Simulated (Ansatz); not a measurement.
Start from Ir in the fcc (Cu type) structure (space group Fm-3m, No. 225; a = 3.811 Å).

Structures relaxed with Ansatz (a quantum-chemistry and plane-wave program) LDA, spin-orbit coupling left out.

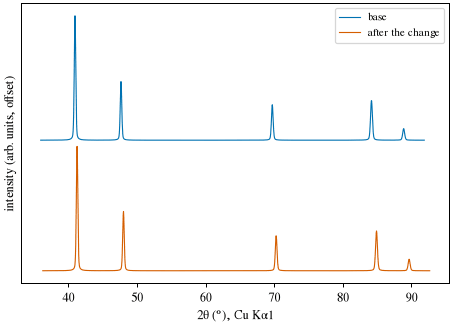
Simulated powder patterns before (top) and after one change

Question: Which of these changes matches the shifts?
A. pressure 30 GPa
B. pressure −1 GPa
C. pressure 9 GPa
D. pressure 22.5 GPa

Answer: C, pressure 9 GPa. Its volume per atom is 13.55 Å³ against 13.84 Å³, and its space group is Fm-3m (No. 225).

Load acts through the strain it causes; cell and atoms are relaxed under it. Stability against distortions was not tested. Competing high-pressure phases were not computed. All final runs are without spin polarisation.
